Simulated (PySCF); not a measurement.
CHCl3, SMILES `ClC(Cl)Cl`.

Computed with PySCF, PBE0/def2-SVPD, geometry: GFN2-xTB. No frequency check shows the geometry to be a minimum. GFN2-xTB bond lengths at metals and heavier atoms can be off by up to 0.1 Å and shapes distorted, which carries into these values.

Cartesian coordinates (Å):

```
Cl1      1.6183   -0.4339    0.0874
C2       0.0001   -0.0001   -0.4811
Cl3     -1.1850   -1.1845    0.0874
Cl4     -0.4334    1.6184    0.0874
H5      -0.0000   -0.0000   -1.5724
```

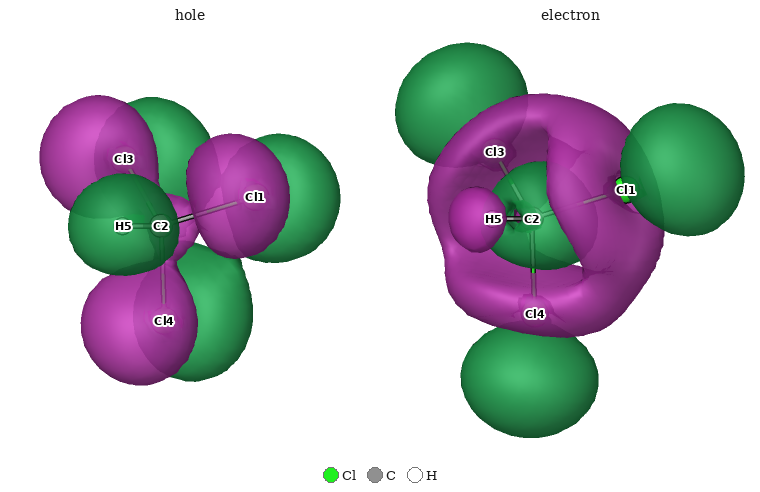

Leading natural transition orbital pair of S₂ (full linear response singlet states); the surfaces enclose about 85 % of each orbital's density.

**Where does the state lie, and where do hole and electron sit?**

6.88 eV (180 nm), f = 0.000 (very weak), partly diffuse acceptor orbital; the leading pair carries 96 %; hole on Cl1, Cl3 and Cl4 (28 % each), C2 (10 %) and H5 (8 %), electron on C2 (25 %) and Cl1, Cl3 and Cl4 (24 % each) (atom shares of so diffuse an orbital are rough); their centroids lie 0.0 Å apart; S₃ and S₄ lie within 0.1 eV of it. In canonical orbitals it is mainly HOMO−1 → LUMO (96 %). The HOMO–LUMO gap is 7.96 eV.
